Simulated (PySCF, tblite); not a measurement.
# C5H14Al2O2: geometry, infrared bands and NMR shifts

Wanted: the infrared bands and NMR shifts of C5H14Al2O2 (`C=[C](C)[AlH-]1[O+](C)[AlH2-][O+]1C`), by calculation.

Computed with tblite 0.8.0 and PySCF 2.14.0, with density-fitted response routines of our own, on a single molecule in the gas phase. Atoms count from 0, in the outputs and in this text.

### Step 1. The molecule as given

23 atoms, charge 0, multiplicity 1; geometry from: force field or distance geometry start.

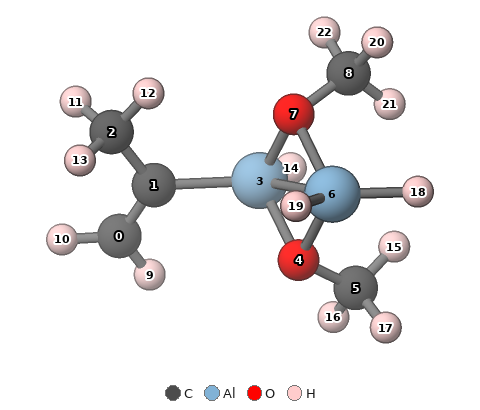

As it starts; carbon dark grey, aluminium light blue, oxygen red, hydrogen pink, atoms numbered.

### Step 2. Relaxing the molecule with GFN2-xTB

Job settings and geometry (Å):

```
{"job": {"kind": "relax", "xc": "GFN2-xTB", "basis": "xTB"}, "charge": 0, "multiplicity": 1}
C      2.577400    -1.616600     0.343200
C      1.998300    -0.404000     0.208500
C      2.853300     0.790700    -0.093500
Al     0.040200    -0.216200     0.434900
O     -0.852900    -1.098600    -0.918500
C     -1.939400    -1.841800    -0.406500
Al    -1.411100     0.611700    -1.398600
O     -0.519700     1.484900    -0.013300
C     -1.448800     1.955700     0.936400
H      1.966000    -2.492500     0.573200
H      3.637800    -1.740100     0.220900
H      3.598600     0.939100     0.702600
H      2.216800     1.712200    -0.154300
H      3.364400     0.646600    -1.071700
H     -0.466400    -0.663700     1.895100
H     -2.570100    -1.297100     0.352700
H     -1.545300    -2.760400     0.083000
H     -2.590800    -2.176600    -1.238900
H     -3.000000     0.774200    -1.280100
H     -0.805700     1.034100    -2.805600
H     -1.955700     2.875300     0.541500
H     -2.248300     1.232200     1.233200
H     -0.903700     2.277900     1.865900
```

Command:

```sh
> OMP_NUM_THREADS=1 python probes_run.py task.json out
```

The driver reads the jobs from task.json and runs them one after another.

**Question.** This job is followed by: GFN2-xTB harmonic vibrations, gas phase; GIAO PBE0/pcSseg-1 NMR shielding, non-relativistic, gas phase. Predict these results of the whole session: strongest single infrared mode (GFN2-xTB); zero-point energy (GFN2-xTB); 13C shifts against TMS (PBE0/pcSseg-1, means over atoms taken as alike); 1H shifts against TMS (PBE0/pcSseg-1, means over atoms taken as alike); 27Al shifts against AlH4- (PBE0/pcSseg-1); 17O shifts against H2O (PBE0/pcSseg-1, means over atoms taken as alike); surface potential, least and greatest.

The runs gave:

| quantity | value |
| --- | --- |
| strongest single infrared mode (GFN2-xTB) | 653 cm⁻¹, 607 km/mol |
| zero-point energy (GFN2-xTB) | 106.7 kcal/mol |
| 13C shifts against TMS (PBE0/pcSseg-1, means over atoms taken as alike) | 165.6, 141.7, 52.0, 28.1 ppm |
| 1H shifts against TMS (PBE0/pcSseg-1, means over atoms taken as alike) | 6.45, 5.92, 4.21, 4.17, 3.99, 3.87, 2.15 ppm |
| 27Al shifts against AlH4- (PBE0/pcSseg-1) | 67.6, 53.6 ppm |
| 17O shifts against H2O (PBE0/pcSseg-1, means over atoms taken as alike) | 7.3 ppm |
| surface potential, least and greatest | -0.87 V and 1.51 V |

**Reading.** Over 229 steps the energy fell by 1.836 eV; of the close pairs, Al3–Al6 changed most, 2.481 to 2.764 Å. The lowest mode is slightly imaginary (12i cm⁻¹), a soft motion within the noise of the Hessian, so the minimum is not strictly shown. The strongest single mode, at 653 cm⁻¹, is carried by H19, H18, Al6. Unscaled tight-binding wavenumbers are off by several per cent, some by more. Its intensities can rank the bands wrongly. At PBE0/pcSseg-1: The widest tensor belongs to C1: span 278 ppm, with a paramagnetic part of -240 ppm.
